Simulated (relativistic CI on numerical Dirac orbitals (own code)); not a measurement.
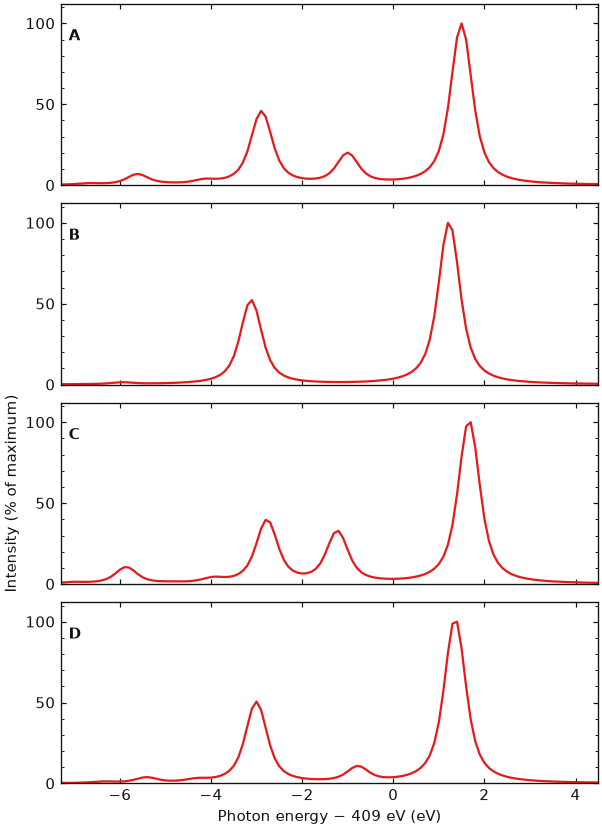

L₂,₃ X-ray absorption of Sc IV (Sc³⁺), [Ar], in 4 environments. Multiplet model: relativistic Dirac–Coulomb–Breit theory, one configuration a step, Slater integrals scaled by 0.9, 300 K, Voigt broadening (Lorentzian 0.4 eV, Gaussian 0.3 eV full widths), computed with a radial Dirac CI code.

(1) a field of Td symmetry with 10Dq = −8,750 cm⁻¹
(2) a field of Td symmetry with 10Dq = −13,350 cm⁻¹
(3) a field of Td symmetry with 10Dq = −17,950 cm⁻¹
(4) no crystal field (free ion)

Question: Match the spectra to the environments.

Answer: A is (2), maxima at 406.1 eV (46), 408.0 eV (20) and 410.5 eV (100); B is (4), maxima at 405.9 eV (52) and 410.2 eV (100); C is (3), maxima at 403.1 eV (10), 406.2 eV (40), 407.8 eV (33) and 410.7 eV (100); D is (1), maxima at 406.0 eV (51), 408.2 eV (11) and 410.4 eV (100) (heights in % of each maximum). The ground-state spin is S = 0.00 in all.

Known limits: free-ion energies, so absolute edge positions are off by a few eV from solids.
